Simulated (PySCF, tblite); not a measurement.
**C₇H₁₅B: geometry, infrared bands, NMR shifts, electronic excitations and core binding energies, part 1 of 2**

Aim: predict the infrared bands, NMR shifts, electronic excitations and core binding energies of C₇H₁₅B (`C[C@@H]1BCCC[C@H]1C`).

The runs use tblite 0.8.0 and PySCF 2.14.0, with density-fitted response routines of our own; the level of theory stands in each step. All values are computed, except where a source is named. Atoms count from 0, in the outputs and in this text.

## (1) Starting geometry

23 atoms, charge 0, multiplicity 1; geometry from: force field or distance geometry start.

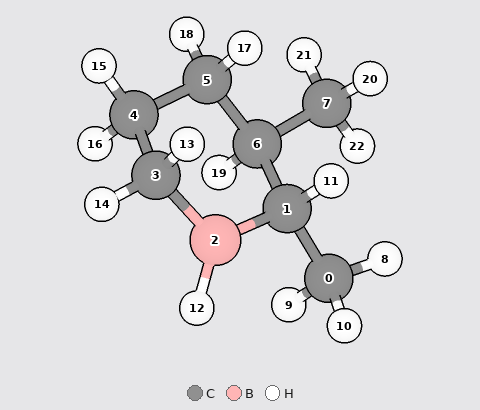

The starting geometry (carbon grey, boron pink, hydrogen white), atoms numbered.

## (2) Optimising the geometry with GFN2-xTB

The job: settings as JSON, then the geometry in Å.

```
{"job": {"kind": "relax", "xc": "GFN2-xTB", "basis": "xTB"}, "charge": 0, "multiplicity": 1}
C      0.051600    -2.317000    -0.660700
C     -0.157700    -1.016800     0.136500
B     -1.662300    -0.527100     0.012000
C     -2.004000     0.935200     0.558100
C     -0.949200     1.924800     0.086600
C      0.476400     1.455100     0.398900
C      0.818200     0.117200    -0.303600
C      2.290000    -0.246000    -0.011200
H      1.039000    -2.766000    -0.442500
H     -0.039400    -2.116700    -1.746200
H     -0.724800    -3.071700    -0.378300
H      0.015700    -1.250100     1.223300
H     -2.452200    -1.087100    -0.672200
H     -1.998000     0.892800     1.674300
H     -3.013900     1.248700     0.221500
H     -1.129500     2.907400     0.584700
H     -1.051200     2.082700    -1.014800
H      0.595700     1.343800     1.503100
H      1.188700     2.245500     0.065800
H      0.722100     0.268600    -1.392600
H      2.419400    -0.504400     1.060100
H      2.948500     0.606100    -0.261800
H      2.612200    -1.098200    -0.631200
```

Run with:

```bash
> OMP_NUM_THREADS=1 python probes_run.py task.json out
```

This one command runs all jobs of the session in turn.

What it wrote:

```text
step      E/eV     max force
  0    -649.35758    1.092
  1    -649.45713    0.519
  2    -649.50252    0.409
  3    -649.51743    0.256
  4    -649.52602    0.136
  5    -649.52925    0.121
  6    -649.53401    0.132
  7    -649.53765    0.151
  8    -649.54023    0.143
  9    -649.54195    0.112
 10    -649.54403    0.100
 11    -649.54665    0.118
 12    -649.54924    0.117
 13    -649.55119    0.123
 14    -649.55288    0.118
 15    -649.55493    0.110
 16    -649.55713    0.125
 17    -649.55874    0.082
 18    -649.55960    0.064
 19    -649.56018    0.057
 20    -649.56093    0.070
 21    -649.56182    0.079
 22    -649.56262    0.055
 23    -649.56322    0.056
 24    -649.56378    0.058
 25    -649.56445    0.067
 26    -649.56523    0.069
 27    -649.56599    0.063
 28    -649.56674    0.080
 29    -649.56761    0.091
 30    -649.56873    0.087
 31    -649.57008    0.092
 32    -649.57150    0.103
 33    -649.57297    0.111
 34    -649.57463    0.100
 35    -649.57653    0.104
 36    -649.57853    0.104
 37    -649.58036    0.089
 38    -649.58201    0.106
 39    -649.58253    0.196
 40    -649.58512    0.099
 41    -649.58664    0.095
 42    -649.58851    0.066
 43    -649.58899    0.071
 44    -649.58972    0.058
 45    -649.59027    0.045
 46    -649.59074    0.041
 47    -649.59108    0.040
 48    -649.59142    0.040
 49    -649.59175    0.043
 50    -649.59208    0.049
 51    -649.59237    0.047
 52    -649.59262    0.037
 53    -649.59287    0.034
 54    -649.59314    0.034
 55    -649.59342    0.038
 56    -649.59367    0.038
 57    -649.59385    0.031
 58    -649.59400    0.028
 59    -649.59415    0.032
 60    -649.59433    0.029
 61    -649.59451    0.032
 62    -649.59469    0.031
 63    -649.59489    0.034
 64    -649.59514    0.045
 65    -649.59537    0.034
 66    -649.59555    0.038
 67    -649.59572    0.036
 68    -649.59592    0.033
 69    -649.59616    0.033
 70    -649.59636    0.034
 71    -649.59647    0.023
 72    -649.59653    0.016
 73    -649.59660    0.014
 74    -649.59667    0.019
 75    -649.59675    0.024
 76    -649.59683    0.021
 77    -649.59695    0.030
 78    -649.59713    0.034
 79    -649.59736    0.036
 80    -649.59759    0.042
 81    -649.59776    0.031
 82    -649.59790    0.028
 83    -649.59803    0.022
 84    -649.59817    0.030
 85    -649.59831    0.033
 86    -649.59844    0.023
 87    -649.59856    0.025
 88    -649.59868    0.023
 89    -649.59879    0.021
 90    -649.59889    0.021
 91    -649.59898    0.021
 92    -649.59909    0.019
 93    -649.59920    0.023
 94    -649.59929    0.022
 95    -649.59937    0.019
 96    -649.59945    0.023
 97    -649.59953    0.021
 98    -649.59961    0.015
 99    -649.59966    0.013
100    -649.59970    0.010
```

It took 1.6 s on 1 thread of Intel Xeon at 2.70GHz, shared host; peak memory 0.18 GiB.

Relaxation path: (not every step is listed)

```
step  energy from step 0 (eV)  largest force (eV/Å)
   0                   0.0000                1.0915
   1                  -0.0996                0.5195
   2                  -0.1449                0.4095
   3                  -0.1599                0.2564
   4                  -0.1684                0.1361
   5                  -0.1717                0.1206
   6                  -0.1764                0.1318
   7                  -0.1801                0.1511
   8                  -0.1826                0.1426
  16                  -0.1996                0.1251
  24                  -0.2062                0.0577
  32                  -0.2139                0.1030
  40                  -0.2275                0.0987
  48                  -0.2338                0.0403
  56                  -0.2361                0.0377
  64                  -0.2376                0.0455
  72                  -0.2390                0.0163
  80                  -0.2400                0.0422
  88                  -0.2411                0.0227
  95                  -0.2418                0.0186
  96                  -0.2419                0.0233
  97                  -0.2419                0.0214
  98                  -0.2420                0.0149
  99                  -0.2421                0.0130
 100                  -0.2421                0.0100
```

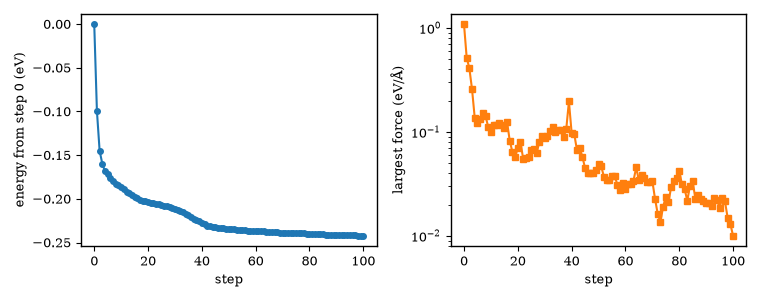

Energy and largest force along the relaxation.

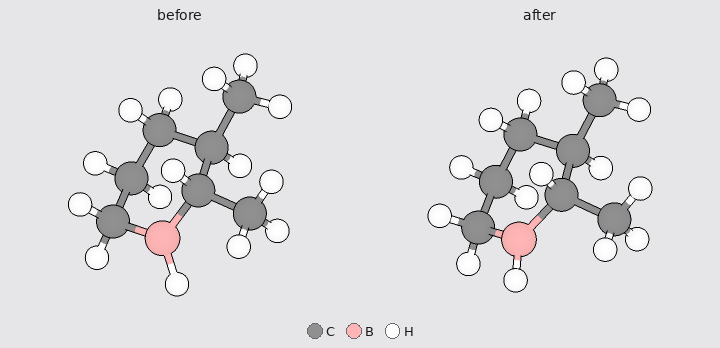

The geometry before (left) and after (right).

Close pairs (by a distance rule), those that changed most:

```
  bond  before (Å)  after (Å)  change (Å)
C0–H10       1.119      1.088      -0.031
 B2–C3       1.598      1.570      -0.028
C4–H16       1.117      1.093      -0.025
C5–H17       1.116      1.093      -0.023
C4–H15       1.116      1.093      -0.023
C1–H11       1.125      1.102      -0.023
C5–H18       1.115      1.093      -0.022
C7–H20       1.110      1.089      -0.021
```

The final coordinates are the input of the step that follows.

## (3) Vibrational analysis with GFN2-xTB

The job: settings as JSON, then the geometry in Å.

```
{"job": {"kind": "ir", "xc": "GFN2-xTB", "basis": "xTB"}, "charge": 0, "multiplicity": 1}
C      0.038191    -2.244157    -0.802119
C     -0.146825    -1.011508     0.095153
B     -1.655696    -0.554275     0.208966
C     -2.011525     0.958997     0.429451
C     -0.903658     1.934390     0.023026
C      0.464970     1.414161     0.447402
C      0.833015     0.117391    -0.280230
C      2.284273    -0.246006     0.035242
H      1.049137    -2.640168    -0.740846
H     -0.166076    -1.989595    -1.840287
H     -0.650163    -3.032051    -0.505253
H      0.112784    -1.327367     1.118408
H     -2.507225    -1.361273     0.216223
H     -2.199150     1.071901     1.504211
H     -2.949580     1.246040    -0.051725
H     -1.080239     2.917576     0.467136
H     -0.913356     2.058836    -1.062449
H      0.469288     1.237904     1.526034
H      1.222491     2.171969     0.231788
H      0.750746     0.296672    -1.358537
H      2.400040    -0.458609     1.096837
H      2.943490     0.582073    -0.219779
H      2.610314    -1.115916    -0.528572
```

What it wrote:

```text
mode    cm-1     km/mol
  1      59.1      0.34
  2     114.6      1.81
  3     188.7      0.23
  4     199.9      0.03
  5     256.3      0.18
  6     303.9      0.99
  7     310.8      0.12
  8     343.1      0.06
  9     396.6      0.38
 10     440.5      0.72
 11     478.4      1.69
 12     513.0      0.69
 13     663.1     17.96
 14     722.7     18.53
 15     795.7     85.37
 16     857.0      7.75
 17     882.5      6.45
 18     911.6      3.10
 19     941.8      4.64
 20     964.4      5.51
 21     975.0      6.97
 22    1007.6      6.37
 23    1023.1     43.06
 24    1047.1      4.25
 25    1083.2     18.88
 26    1097.5      3.07
 27    1119.6     14.15
 28    1154.9     23.46
 29    1168.8     36.93
 30    1195.4     21.75
 31    1216.8      2.58
 32    1229.1      2.79
 33    1242.9     38.23
 34    1267.7     12.27
 35    1303.8      2.31
 36    1309.6     13.78
 37    1339.4      6.66
 38    1352.0      3.50
 39    1362.3      2.80
 40    1410.1      1.57
 41    1418.4      0.73
 42    1458.2      9.84
 43    1489.3      0.10
 44    1501.6      0.30
 45    1503.6      0.52
 46    1504.8      2.85
 47    1511.7      3.23
 48    1520.1      1.28
 49    2615.2    161.13
 50    2855.3     32.58
 51    2917.0     15.70
 52    2921.2     44.70
 53    2952.2     48.72
 54    2956.2     43.10
 55    2969.5     55.42
 56    2973.1     68.61
 57    2978.3     96.00
 58    3017.1     47.63
 59    3021.9     56.05
 60    3023.1     39.85
 61    3026.9     46.42
 62    3038.0     32.82
 63    3045.2     59.36
```

Run time: 1.9 s. Hardware: 1 thread of Intel Xeon at 2.70GHz, shared host; peak memory 0.18 GiB.

Which atoms move in the most intense modes:

```
cm⁻¹  km/mol                         atoms
 796    85.4             B2 24 %, H12 15 %
2615   161.1                      H12 92 %
2952    48.7            H15 63 %, H16 17 %
2970    55.4            H14 67 %, H16 17 %
2973    68.6            H17 53 %, H18 36 %
2978    96.0  H16 55 %, H14 19 %, H15 14 %
3022    56.0            H21 44 %, H20 39 %
3045    59.4                      H22 80 %
```

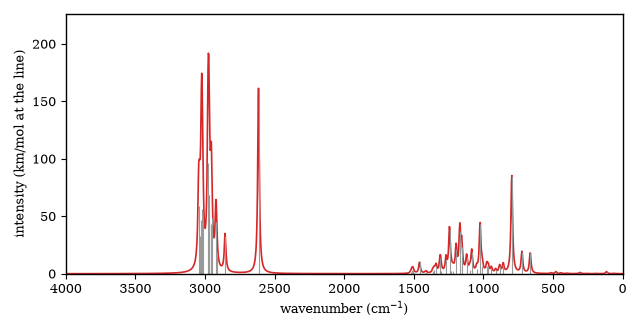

The infrared spectrum from these modes, unscaled. Lines are broadened to a width of 14 cm⁻¹ (Lorentzian).

## (4) Optimising the geometry at PBE0-D3(BJ)/def2-SVP

The job: settings as JSON, then the geometry in Å.

```
{"job": {"xc": "PBE0", "basis": "def2-SVP", "d3": "d3bj", "grid": 1, "shake": 0.01, "kind": "geom"}, "charge": 0, "multiplicity": 1}
C      0.058600    -2.269710    -0.797940
C     -0.152500    -1.016030     0.093000
B     -1.675900    -0.556590     0.200310
C     -1.978300     0.961250     0.425920
C     -0.906470     1.927710     0.012470
C      0.461060     1.418980     0.445020
C      0.842590     0.115390    -0.279990
C      2.299730    -0.240550     0.030190
H      1.047310    -2.634760    -0.721500
H     -0.168770    -1.992030    -1.830260
H     -0.659030    -3.034970    -0.496430
H      0.118590    -1.326450     1.125110
H     -2.535510    -1.351060     0.206630
H     -2.215840     1.074670     1.511220
H     -2.954030     1.235280    -0.051460
H     -1.080770     2.931630     0.474610
H     -0.911420     2.069950    -1.064500
H      0.460030     1.243740     1.531860
H      1.220340     2.164140     0.234080
H      0.725810     0.303570    -1.353620
H      2.383650    -0.458000     1.087200
H      2.951060     0.561730    -0.228920
H      2.617410    -1.104350    -0.550150
```

What it wrote:

```text
step   0  E = -300.05319457  max force = 0.034225
step   1  E = -300.06075093  max force = 0.006640
step   2  E = -300.06125256  max force = 0.001733
step   3  E = -300.06133207  max force = 0.001784
step   4  E = -300.06137621  max force = 0.000894
step   5  E = -300.06141751  max force = 0.000992
step   6  E = -300.06144366  max force = 0.000894
step   7  E = -300.06145522  max force = 0.000776
step   8  E = -300.06145866  max force = 0.000396
optimisation converged
```

Run time: 3.4 min. Hardware: 1 thread of Intel Xeon at 2.70GHz, shared host; peak memory 0.9 GiB.

Along the way:

```
step  energy from step 0 (eV)  largest force component (eV/Å)
   0                   0.0000                          1.7599
   1                  -0.2056                          0.3414
   2                  -0.2193                          0.0891
   3                  -0.2214                          0.0917
   4                  -0.2226                          0.0460
   5                  -0.2238                          0.0510
   6                  -0.2245                          0.0460
   7                  -0.2248                          0.0399
   8                  -0.2249                          0.0204
```

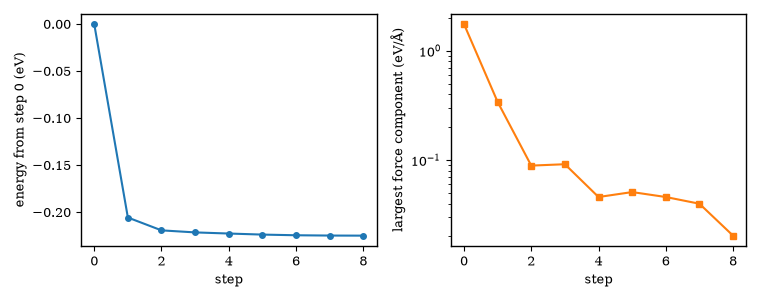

Energy and largest force along the relaxation.

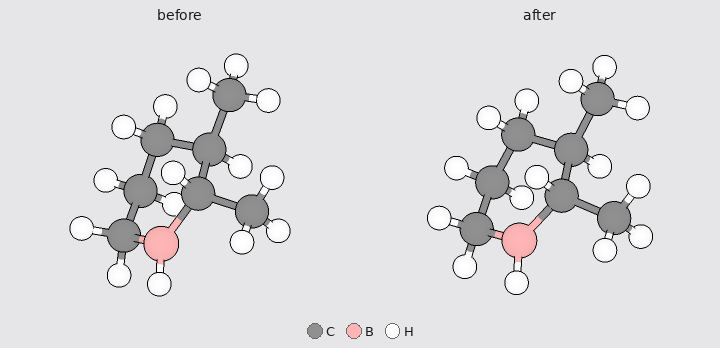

Before and after, at one scale.

Close pairs (by a distance rule), those that changed most:

```
  bond  before (Å)  after (Å)  change (Å)
B2–H12       1.171      1.217      +0.046
 C0–H8       1.057      1.101      +0.044
C7–H21       1.065      1.102      +0.036
 C3–C4       1.501      1.528      +0.026
 C1–B2       1.595      1.568      -0.026
 C0–C1       1.552      1.528      -0.024
C7–H20       1.082      1.103      +0.021
C4–H16       1.086      1.105      +0.018
```

The end geometry stands in the next job.

```
                         at the end point                value
  point group (found at 0.08 Å tolerance)                   C1
rotational constants (GHz, main isotopes)  2.645, 1.848, 1.183
                        dipole moment (D)                 0.47
```

## (5) NMR shieldings: PBE0/pcSseg-1

The job: settings as JSON, then the geometry in Å.

```
{"job": {"kind": "nmr", "xc": "PBE0", "basis": "pcSseg-1"}, "charge": 0, "multiplicity": 1}
C     -0.108349    -2.203134    -0.987121
C     -0.196366    -1.000894    -0.048087
B     -1.654995    -0.497289     0.232509
C     -1.928660     0.983058     0.651211
C     -0.818260     1.963364     0.277010
C      0.565271     1.363171     0.491682
C      0.826009     0.112314    -0.351000
C      2.269094    -0.351855    -0.185385
H      0.883476    -2.680837    -0.976544
H     -0.312258    -1.901621    -2.027868
H     -0.849613    -2.970637    -0.718860
H      0.031505    -1.371049     0.984721
H     -2.561662    -1.308441     0.246120
H     -2.014836     0.909850     1.758398
H     -2.927058     1.327899     0.333498
H     -0.912861     2.906348     0.840847
H     -0.920545     2.239622    -0.787730
H      0.697005     1.107566     1.561133
H      1.338633     2.116407     0.265697
H      0.684547     0.400205    -1.411827
H      2.458926    -0.665023     0.855418
H      2.977322     0.457951    -0.421917
H      2.511870    -1.202454    -0.838825
```

Level: GIAO PBE0/pcSseg-1 NMR shielding, non-relativistic, gas phase.

What it wrote:

```text
coarse grid: 17992 points
cycle   1  E = -300.0965994769  dE =  6.535e-01  |g| = 4.870e-01  |ddm| = 4.033e+00
cycle   2  E = -300.0779918557  dE =  1.861e-02  |g| = 5.677e-01  |ddm| = 1.028e+00
cycle   3  E = -300.1641224823  dE = -8.613e-02  |g| = 4.737e-02  |ddm| = 6.074e-01
cycle   4  E = -300.1645283730  dE = -4.059e-04  |g| = 2.374e-02  |ddm| = 7.281e-02
cycle   5  E = -300.1646576696  dE = -1.293e-04  |g| = 4.732e-03  |ddm| = 2.293e-02
cycle   6  E = -300.1646629199  dE = -5.250e-06  |g| = 6.820e-04  |ddm| = 4.449e-03
final grid: 170248 points
cycle   7  E = -300.2130578615  dE = -5.970e-05  |g| = 9.798e-03  |ddm| = 4.084e-02
cycle   8  E = -300.2130462438  dE =  1.162e-05  |g| = 1.192e-02  |ddm| = 2.057e-02
cycle   9  E = -300.2130834902  dE = -3.725e-05  |g| = 6.901e-04  |ddm| = 1.158e-02
cycle  10  E = -300.2130835902  dE = -9.998e-08  |g| = 2.483e-04  |ddm| = 9.410e-04
cycle  11  E = -300.2130836044  dE = -1.427e-08  |g| = 3.989e-05  |ddm| = 2.068e-04
cycle  12  E = -300.2130836048  dE = -3.812e-10  |g| = 9.074e-06  |ddm| = 5.338e-05
converged SCF energy = -300.2130836048

GIAO shielding tensors (ppm)
atom      isotropic    diamagn.    paramagn.     s11        s22        s33       span
  0 C      167.056     244.261     -77.205    150.145    167.005    184.020     33.875
  1 C      139.124     251.243    -112.119    107.694    137.920    171.758     64.064
  2 B       13.314     189.512    -176.198    -63.927     -7.551    111.419    175.346
  3 C      154.727     251.901     -97.174    130.429    156.065    177.687     47.258
  4 C      158.949     245.809     -86.860    151.984    154.252    170.611     18.626
  5 C      145.846     248.270    -102.424    137.091    139.437    161.009     23.918
  6 C      145.922     246.229    -100.307    133.991    148.304    155.472     21.482
  7 C      161.138     246.515     -85.377    143.408    154.959    185.046     41.638
  8 H       29.710      29.707       0.002     24.098     29.903     35.127     11.029
  9 H       30.460      29.535       0.925     26.433     28.337     36.610     10.178
 10 H       29.748      28.593       1.155     25.529     27.035     36.680     11.151
 11 H       31.246      32.771      -1.525     26.506     32.228     35.004      8.499
 12 H       23.871      30.051      -6.180     19.289     25.630     26.694      7.405
 13 H       30.435      29.626       0.809     26.147     28.686     36.474     10.327
 14 H       29.269      28.960       0.310     24.576     27.602     35.630     11.054
 15 H       29.527      29.235       0.292     24.056     27.996     36.529     12.474
 16 H       29.899      30.785      -0.886     25.863     28.590     35.244      9.381
 17 H       30.300      32.604      -2.304     26.428     30.120     34.352      7.924
 18 H       29.673      31.833      -2.160     24.437     29.599     34.984     10.546
 19 H       30.113      33.628      -3.515     27.329     29.214     33.795      6.466
 20 H       30.814      30.518       0.296     27.718     28.343     36.382      8.664
 21 H       30.274      29.689       0.585     25.994     27.998     36.830     10.836
 22 H       29.586      30.312      -0.726     24.019     29.127     35.612     11.592
```

Run time: 55 s. Hardware: 1 thread of Intel Xeon at 2.70GHz, shared host; peak memory 1 GiB.

The references, computed at this level on geometries of the same kind, shield at (ppm): 1H TMS 31.27, 13C TMS 184.4, 11B BF3·OEt2 100.7. Their shielding less the atom's gives the shift. The references are single molecules in the gas phase. Atoms listed in one row are averaged.

```
        atoms                                              environment  σ (ppm)  δ (ppm)  δ scaled to CDCl3
           C1                                       sp3 CH bonded to B    139.1     45.3               43.5
           C5                                        sp3 CH2 in a ring    145.8     38.6               36.9
           C6                                         sp3 CH in a ring    145.9     38.5               36.9
           C3                                      sp3 CH2 bonded to B    154.7     29.7               28.3
           C4                                        sp3 CH2 in a ring    158.9     25.5               24.2
           C7                                            methyl carbon    161.1     23.3               22.1
           C0                                            methyl carbon    167.1     17.4               16.3
          H12  hydrogen on a boron bonded to 2 C, in a 6-membered ring    23.87     7.40                  –
          H14                       hydrogen on an sp3 CH2 bonded to B    29.27     2.00               2.11
          H15                         hydrogen on an sp3 CH2 in a ring    29.53     1.74               1.87
          H18                         hydrogen on an sp3 CH2 in a ring    29.67     1.59               1.73
          H16                         hydrogen on an sp3 CH2 in a ring    29.90     1.37               1.51
  H8, H9, H10                              hydrogen on a methyl carbon    29.97     1.29               1.44
          H19                          hydrogen on an sp3 CH in a ring    30.11     1.15               1.31
H20, H21, H22                              hydrogen on a methyl carbon    30.22     1.04               1.20
          H17                         hydrogen on an sp3 CH2 in a ring    30.30     0.97               1.13
          H13                       hydrogen on an sp3 CH2 bonded to B    30.44     0.83               1.00
          H11                        hydrogen on an sp3 CH bonded to B    31.25     0.02               0.24
           B2             boron bonded to 2 C, H, in a 6-membered ring     13.3     87.4                  –
```

The scaled column applies a straight-line fit of computed shieldings to shifts measured in CDCl3 (root-mean-square error 0.21 ppm for H, 2.0 ppm for C).

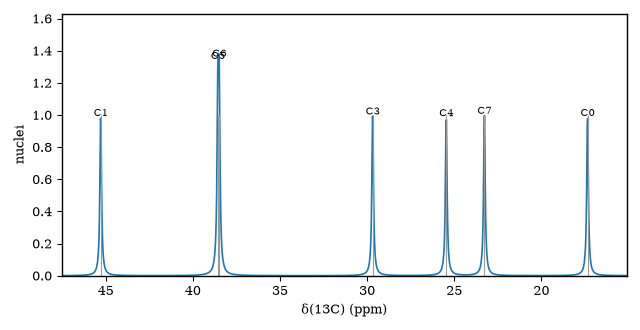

13C lines at the computed shifts, without couplings. Lines are broadened to a width of 0.11 ppm (Lorentzian).

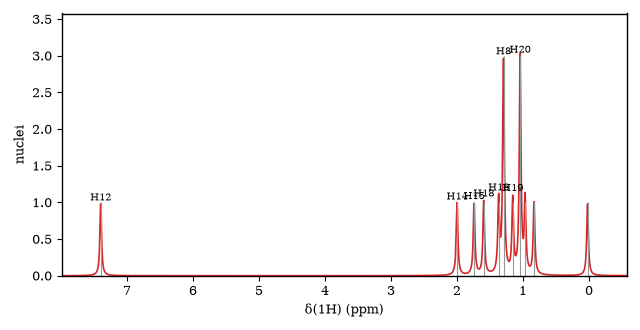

1H lines at the computed shifts, without couplings. Lines are broadened to a width of 0.03 ppm (Lorentzian).

The run also stored atomic charges by several schemes (e):

```
atoms  Mulliken    IAO  Hirshfeld  ESP fit
   C0     -0.21  -0.40      -0.11    -0.51
   C1     -0.49  -0.24      -0.09     0.19
   B2      0.42   0.19       0.17     0.26
   C3     -0.47  -0.40      -0.14    -0.28
   C4     -0.18  -0.24      -0.07     0.05
   C5     -0.19  -0.25      -0.07    -0.22
   C6     -0.31  -0.09      -0.02     0.32
   C7     -0.19  -0.41      -0.12    -0.60
```

ESP fit charges:

C0 -0.51; C1 0.19; B2 0.26; C3 -0.28; C4 0.05; C5 -0.22; C6 0.32; C7 -0.60; H8 0.12; H9 0.11; H10 0.12; H11 -0.01; H12 -0.16; H13 0.07; H14 0.07; H15 0.01; H16 0.00; H17 0.04; H18 0.05; H19 -0.04; H20 0.12; H21 0.14; H22 0.14

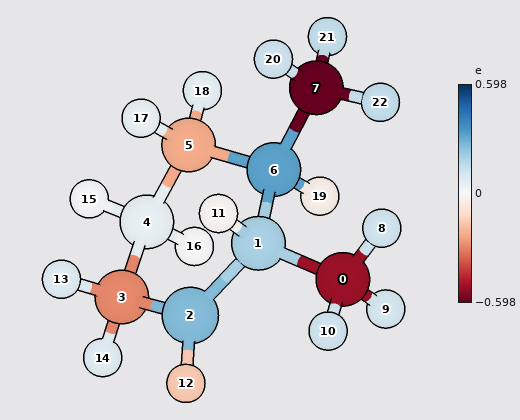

ESP fit charges, as colours on the atoms.

Mayer bond orders: C0–C1 1.05, C1–B2 0.96, B2–C3 1.01, C3–C4 1.04, C4–C5 1.05, C5–C6 1.01, C6–C7 1.05, C6–C1 0.97.

Ring of atoms C1, B2, C3, C4, C5, C6: NICS(0) 1.4, NICS(1) -1.4, NICS(1)zz 3.3 ppm (means of both faces).

(Continued in part 2 of 2.)
